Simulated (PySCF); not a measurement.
Vertical excitations of a molecule C4H4F2 from TDDFT-CAM-B3LYP/def2-SVPD (PySCF), as energy in eV (oscillator strength): 6.44 (0.007), 7.27 (0.026), 7.40 (0.000), 7.55 (0.233), 8.44 (0.049), 8.89 (0.000), 9.02 (0.000), 9.03 (0.000), 9.43 (0.009), 9.58 (0.009). Lowest triplet (TDA): 4.53 eV. Geometry: B3LYP-D3(BJ)/def2-SVP. The values are those of a single conformer.

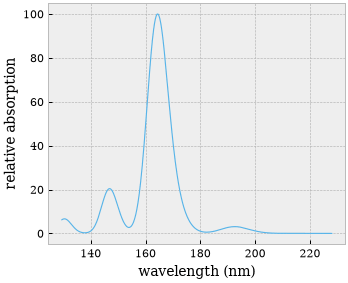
The lines broadened by 0.4 eV.

**Question.** Which structure fits?
A. C=C(F)/C=C\F
B. FC1=C(F)CC1
C. FC1(F)C=CC1
D. C=C(F)C(=C)F

**Answer.** B, FC1=C(F)CC1
